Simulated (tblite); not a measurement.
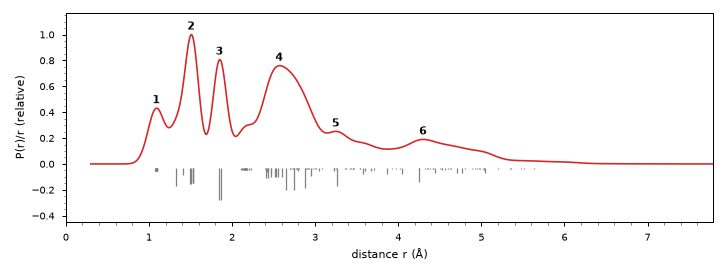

Simulated gas electron diffraction: radial distribution curve of C₇H₁₃P. Each pair of atoms contributes with weight ZᵢZⱼ/r (bars below the curve); damping constant 0.002 Å²; vibrational amplitudes assumed, not computed: 0.05 Å for bonds, 0.078 Å for bonds to H, 0.06 + 0.015 r up to 0.15 Å for other pairs. The geometry is the end point of an optimisation (GFN2-xTB geometry optimisation, gas phase (tblite 0.8.0)); it may be a saddle point or a higher isomer. SMILES: CC(C)C1=CCCP1.

> Read the positions of the numbered peaks and name the main pairs (– for bonds).

Peak 1, 1.09 Å: C–H 1.08–1.10 Å (×12)
Peak 2, 1.51 Å: C–C 1.33–1.53 Å (×6), not resolved
Peak 3, 1.85 Å: P–C 1.84–1.86 Å (×2)
Peak 4, 2.57 Å: C···H 2.40–2.80 Å (×11), C···C 2.41–2.60 Å (×7), P···H 2.42–2.79 Å (×3), P···C 2.65–2.74 Å (×2), not resolved; in its flanks C···H 2.11–3.09 Å, P···C 2.88 Å
Peak 5, 3.25 Å: C···H 3.22–3.54 Å (×12), P···H 3.23 Å, P···C 3.26 Å, not resolved; in its flanks C···C 3.57–3.87 Å, P···H 3.60–3.70 Å
Peak 6, 4.30 Å: C···H 4.03–4.62 Å (×11), C···C 4.05–4.45 Å (×2), P···H 4.24–4.57 Å (×3), P···C 4.25 Å, not resolved; in its flanks C···H 3.92–6.02 Å, H···H 3.98–7.00 Å, C···C 4.71–5.04 Å
